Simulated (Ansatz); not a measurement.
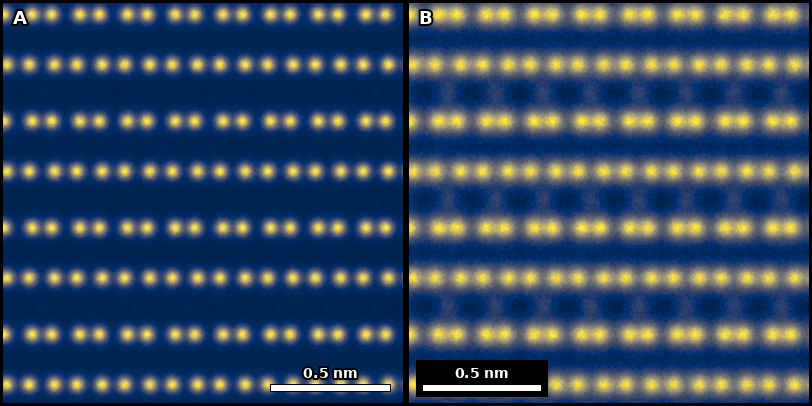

Two simulated images of the same area of Hf₄N (F-43m, No. 216) along [210], with a probe of 0.50 Å. One is incoherent Z contrast (Z^1.7 per atom), the other the projected potential of neutral atoms blurred by the probe (iDPC-like, thin sample). Brightness is counted from the darkest point of the image. Shot noise was added. Structure used: the geometry relaxed with DFT PBE, scalar-relativistic, plane waves, PAW in Ansatz; the starting structure was generated, so it need not be a known form of this composition.

Question: Which panel is which, and how can one tell?

Answer: A is the Z-contrast image and B the potential image. The columns of 1 N per repeat reach about 2 % of the brightest peak (1 Hf) in A but about 18 % in B, mainly since the potential grows much more slowly with atomic number. The N columns show clearly in B alone.
